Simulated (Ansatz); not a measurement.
## Electronic structure of CH4F2N2 in real space

The calculation's input:

```
crystal:
  periodic: [false, false, false]
  atoms:
    - {symbol: N, position_ang: [-0.593079, 0.953141, -0.505218]}
    - {symbol: C, position_ang: [0.288370, -0.089951, -0.189468]}
    - {symbol: N, position_ang: [-0.106176, -0.744525, 0.985520]}
    - {symbol: F, position_ang: [0.397782, -1.048529, -1.170169]}
    - {symbol: F, position_ang: [1.552258, 0.450474, -0.133526]}
    - {symbol: H, position_ang: [-1.531722, 0.601157, -0.627810]}
    - {symbol: H, position_ang: [-0.285186, 1.454433, -1.326792]}
    - {symbol: H, position_ang: [-0.136094, -0.097582, 1.760477]}
    - {symbol: H, position_ang: [0.502347, -1.524918, 1.189887]}
basis:
  gaussian: {orbitals: def2-TZVPP}
hamiltonian: {xc: pbe0, dispersion: d4}
output: {orbitals: {seedname: orbitals}}
```

Launched as:

```sh
ansatz run in.yaml --threads 2 --pin off --events-out ev --progress --plain --max-ram 4352MiB
```

Geometry: PBE0-D4/def2-TZVP.

Computed with RKS PBE0-D4/def2-TZVPP in Ansatz 0.2.0.

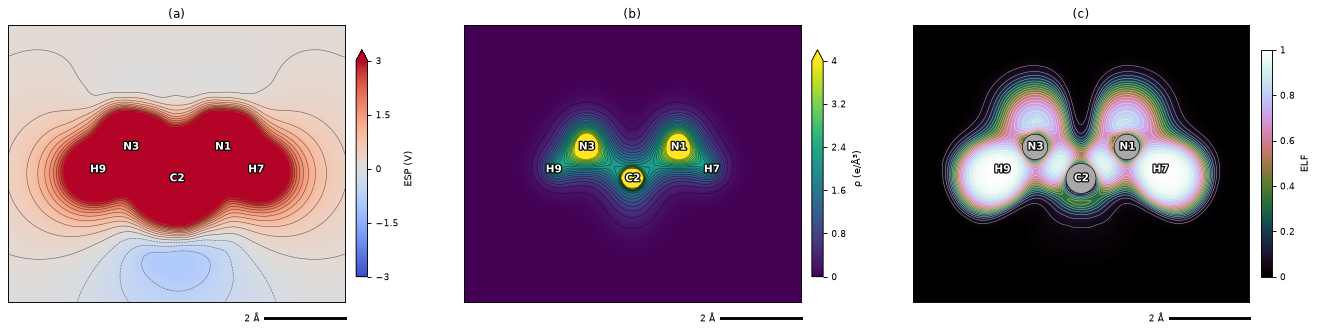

Figure 1. (a) electrostatic potential; (b) electron density; (c) ELF on the plane of atoms N1, C2 and N3. Grey discs cover the atomic cores in the ELF map.

What does the map show?

Answer.
- The plane passes through N, C and H nuclei.
- C–N (1.40 Å): ρ is about 2.3 e/Å³ halfway; the ELF peaks at about 0.95 between the atoms: localised, covalent bonding.
- N–H (1.01 Å): ρ is about 2.9 e/Å³ halfway; the ELF climbs to about 1 towards the hydrogen, as it does in any bond to H; a covalent bond by its length.
- Outside the dense part of the molecule the potential is most negative (−0.9 V) near F4, which lies off the plane.

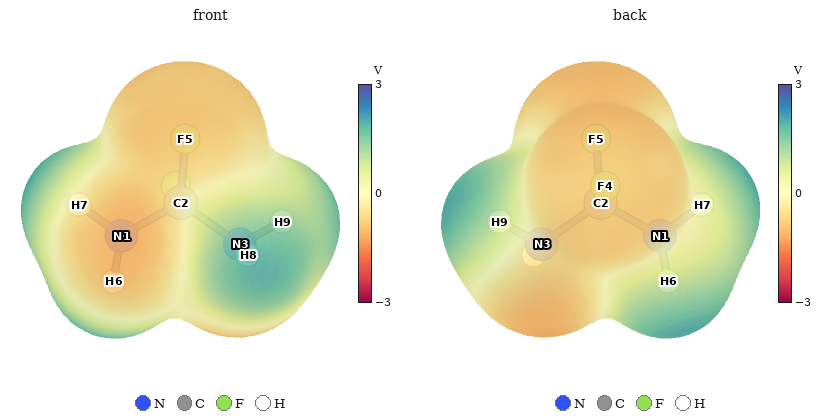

Figure 2. The molecular electrostatic potential painted on the density surface at 0.002 e/bohr³, seen from the front and from behind; red is negative and blue positive.

Which sites attract a positive test charge, and which a negative one?

Answer. A positive charge is drawn to the negative regions and a negative charge to the positive ones. The most negative region (about −1.1 V) lies over N1 and N3, the most positive (about +2.0 V) over H6, H7, H8 and H9.

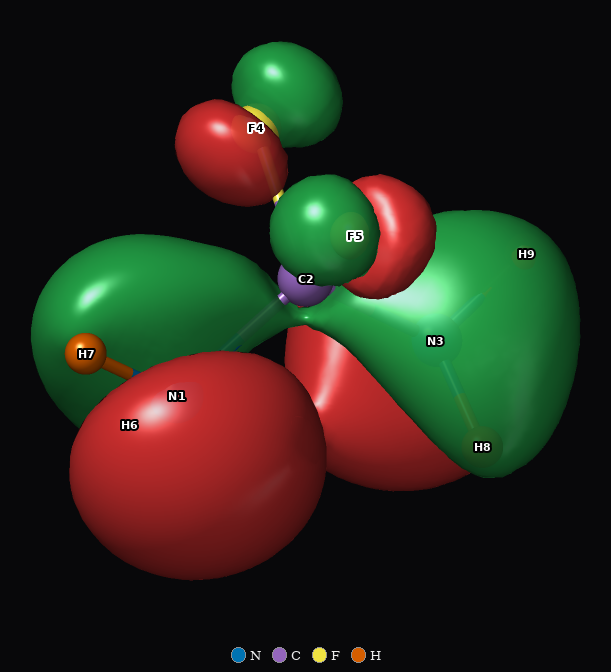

Figure 3. The HOMO at ±0.1 Å⁻³ᐟ² (green and red are the two phases), seen at a tilt.

Describe this orbital and give its energy.

Answer. Its weight (Hirshfeld) is mainly on N1 (about 35 %), N3 (about 35 %) and C2 (about 5 %); largely a combination of lone pairs on N1 and N3. Its energy is −8.19 eV.
